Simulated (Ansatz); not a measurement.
# Calculations on BH4OF

**1. Relaxation**

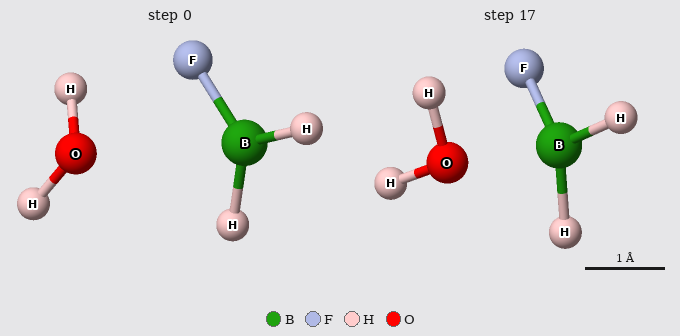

The structure of BH$_{4}$OF before (left) and after (right) a relaxation, at one scale.

Style: ball-and-stick. Shown at a tilt.

The run prepares an end point of a later path (reaction) calculation, from a guessed geometry.

These are results of RKS CAM-B3LYP-D4/6-31G* (Ansatz), not measurements. (no spin polarisation; force threshold 0.03 eV/Å; at most 50 steps)

### Summarise the run.

The energy falls by 27.1 kJ/mol in 15 accepted moves (17 points after the start). Largest force component: 0.63 eV/Å at the start, 0.025 eV/Å at the end. The line search rejected the trial steps at points 11, 13 of the run. The forces were under the threshold at step 10, but the run went on from there. An H atom moves most after the best rigid fit: 0.59 Å. By element the largest moves are H 0.59 Å, O 0.53 Å, B 0.35 Å, F 0.29 Å. Among the contacts that change: B–O 2.601 → 1.757 Å, B–F 1.329 → 1.372 Å, H–O 0.984 → 0.973 Å, B–H 1.193 → 1.203 Å. Among the angles between lasting bonds that change: H–B–H 124.2° → 119.7°, F–B–H 118.0° → 115.8°, H–O–H 103.8° → 105.9°. The run took 24 s on 1 thread of Arm Neoverse V2 (shared host), peak memory 0.12 GiB.

**2. Relaxation**

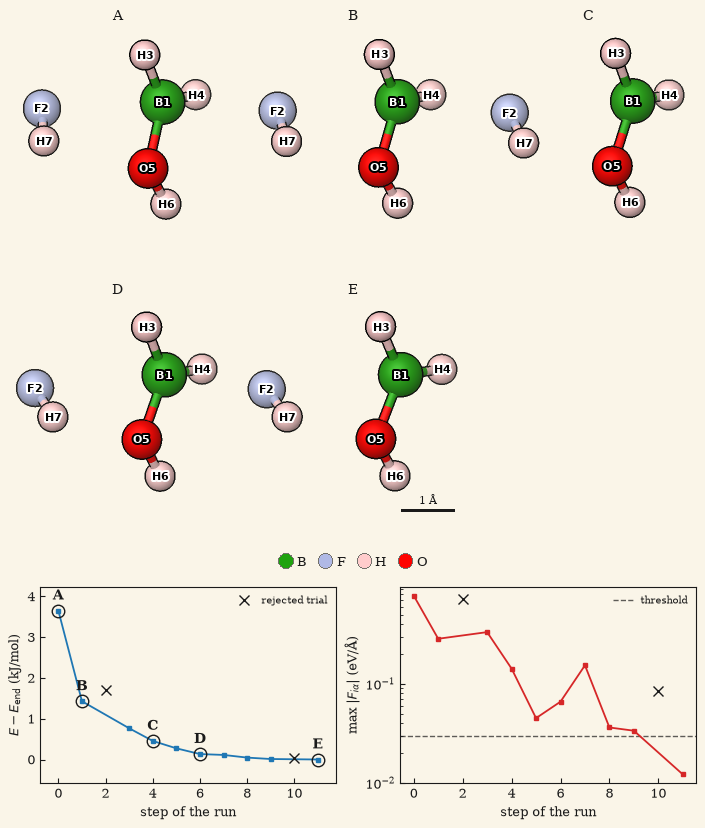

Frames of a relaxation of BH₄OF, marked on the history of the run. A ball-and-stick model, seen from a free direction.

The run prepares an end point of a later path (reaction) calculation, from a guessed geometry.

All numbers below come from RKS CAM-B3LYP-D4/6-31G* (Ansatz).

The input:
```yaml
crystal:
  periodic: [false, false, false]
  atoms:
    - { symbol: B, position_ang: [0.031946, -0.41544, -0.394233] }
    - { symbol: F, position_ang: [-0.135164, 0.051056, 2.076016] }
    - { symbol: H, position_ang: [1.046049, 0.205851, -0.450391] }
    - { symbol: H, position_ang: [-1.02812, 0.013776, -0.742449] }
    - { symbol: O, position_ang: [0.151159, -1.737881, -0.002878] }
    - { symbol: H, position_ang: [-0.703414, -2.192623, -0.020133] }
    - { symbol: H, position_ang: [0.279343, -0.778339, 1.978669] }
basis:
  gaussian: { orbitals: "6-31G*" }
hamiltonian:
  xc: cam_b3lyp
  dispersion: d4
relax:
  f_tol: 0.03
  max_steps: 50
```

Run as
```bash
ansatz run input.yaml --threads 1 --pin off --max-ram 2048MiB --backend cpu --events-out ev --progress --plain --runs-dir out
```

### What happens along the run?

The largest moves after the best rigid fit, 0.24 Å, are those of F2 and H4. By element the largest moves are H 0.24 Å, F 0.24 Å, O 0.19 Å, B 0.06 Å. Among the contacts that change: B1–O5 1.384 → 1.366 Å, F2–H7 0.932 → 0.941 Å. After 9 accepted moves (11 points after the start) the energy has fallen by 3.65 kJ/mol. Largest force component: 0.78 eV/Å at the start, 0.012 eV/Å at the end. The line search rejected the trial steps at points 2, 10 of the run. The run took 17 s on 1 thread of Arm Neoverse V2, with other jobs on the host, peak memory 0.12 GiB. From step 0 to 1: H7 moves most (0.15 Å), energy −2.22 kJ/mol. From step 1 to 4: F2 moves most (0.07 Å), energy −0.97 kJ/mol. From step 4 to 6: F2 moves most (0.09 Å), energy −0.32 kJ/mol. From step 6 to 11: H4 moves most (0.10 Å), energy −0.13 kJ/mol.

```tsv
step	E − E(0), kJ/mol	largest force component, eV/Å	note
0	0.00	0.7753	
1	-2.22	0.2851	
2	-1.94	0.7158	rejected
3	-2.89	0.3327	
4	-3.20	0.1426	
5	-3.38	0.0451	
6	-3.52	0.0661	
7	-3.54	0.1539	
8	-3.61	0.0363	
9	-3.64	0.0337	
10	-3.60	0.0841	rejected
11	-3.65	0.0122
```

Limits of the set-up: the start holds two separate molecules, 2.2 Å apart at their closest, whose relative position is a soft coordinate.

**3. Path**

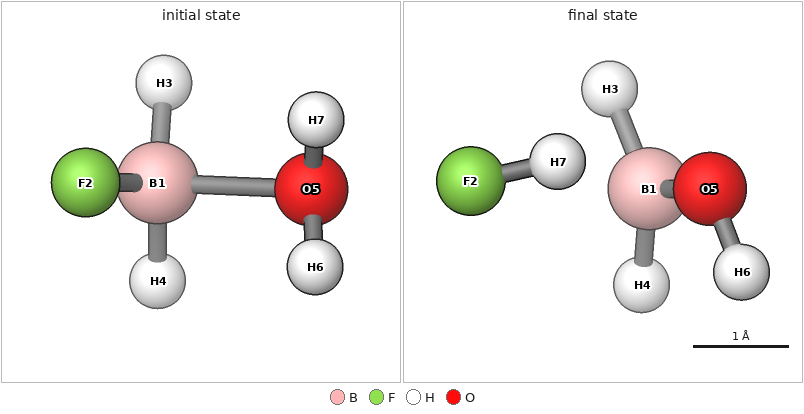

The two relaxed end points of a path for BH4OF. A ball-and-stick model, seen at a tilt.

Method: RKS CAM-B3LYP-D4/6-31G* in Ansatz 0.2.0.

Set-up: 5 movable images; climbing image; force threshold 0.03 eV/Å; iteration limit 60.

Start:
```xyz
7

B    -0.0099    0.0046    0.0581
F    -0.3893    0.4668    1.2927
H     1.1427    0.1840   -0.2359
H    -0.8563    0.0383   -0.7969
O     0.0288   -1.7263    0.3546
H    -0.8690   -1.9738    0.6353
H     0.5948   -1.8472    1.1368
```

End:
```xyz
7

B     0.0371   -0.4200   -0.4623
F     0.0553   -0.0453    2.2590
H     1.0918    0.1291   -0.5033
H    -0.9596    0.0164   -0.9591
O     0.0145   -1.6390    0.1534
H    -0.8647   -2.0437    0.1359
H     0.2674   -0.8511    1.8209
```

Q: Predict the minimum-energy path and its barrier.

A: The energy climbs by 19.7 kcal/mol to image 4 and then falls by 8.0 kcal/mol, so the end point sits at +11.7 kcal/mol. Breaking: B1–F2 (1.37 → 1.66 at the top → 2.75 Å), O5–H7 (0.97 → 1.32 at the top → 1.86 Å). Forming: F2–H7 (2.52 → 1.10 at the top → 0.94 Å). The band is converged. At the top, the vibrational analysis gives one imaginary mode (807i cm⁻¹), as a transition state must have.

Energies of the converged images:

| image | path (Å) | E (kcal/mol) |
| --- | --- | --- |
| 0 | 0.00 | 0.0 |
| 1 | 0.44 | 0.1 |
| 2 | 0.88 | 0.4 |
| 3 | 1.31 | 6.0 |
| 4 | 1.75 | 19.7 |
| 5 | 2.33 | 12.8 |
| 6 | 2.91 | 11.7 |

The geometry at the top of the path:

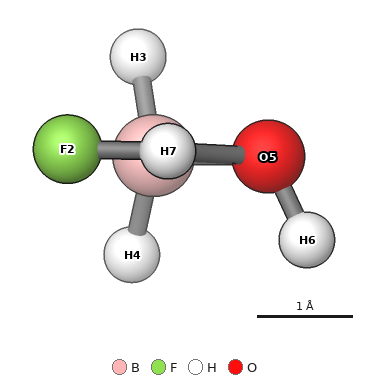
